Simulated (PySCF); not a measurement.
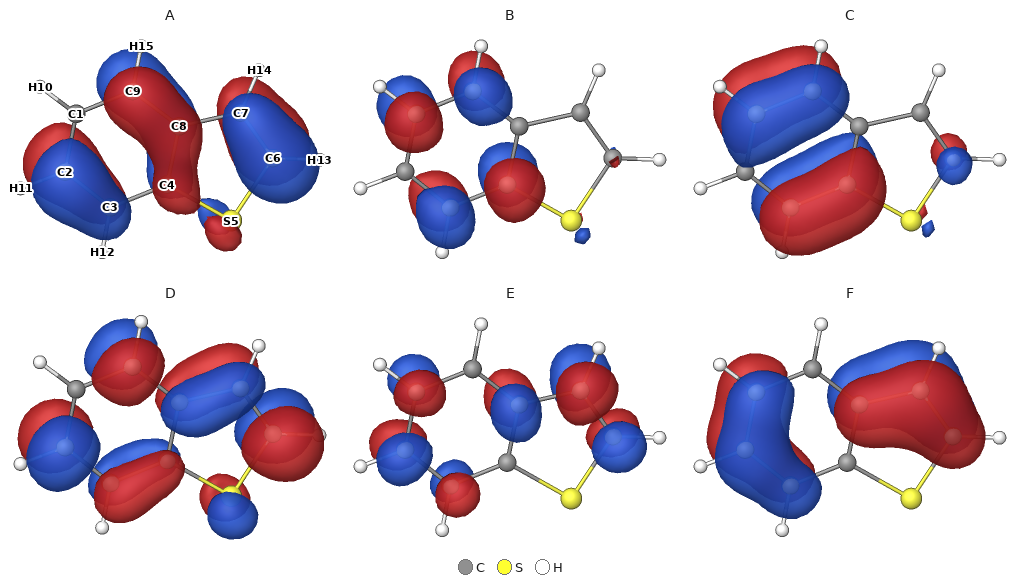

C8H6S, SMILES `c1ccc2sccc2c1`. Natural orbitals of the π active space, CASSCF(10,9), triplet state at the geometry of the singlet, in random order. Only those nearest the frontier are drawn.

PySCF calculation, 6-31G* basis, gas phase; geometry: GFN2-xTB. No frequency check shows the geometry to be a minimum. GFN2-xTB bond lengths at metals and heavier atoms can be off by up to 0.1 Å and shapes distorted, which carries into these values.

Q: Which orbitals are strongly, which singly and which weakly occupied?

A: Strongly: F (1.86), C (1.79). About singly: A (1.19), D (0.81). Weakly: B (0.22), E (0.14). Broadly, orbitals with more nodes between bonded atoms hold fewer electrons.

Q: Where does the lowest triplet lie relative to the singlet, at this geometry and within this active space?

A: 3.87 eV above it by strongly contracted NEVPT2 (+3.54 eV by CASSCF); a small basis tends to put such gaps a few tenths of an eV too high. This is a vertical energy for π states alone; a state that uses lone pairs or σ orbitals may lie lower.

Run time: 2 min on 1 thread of AMD EPYC 7R43 64-Core Processor (Zen 3) (shared host), peak memory 0.59 GiB.
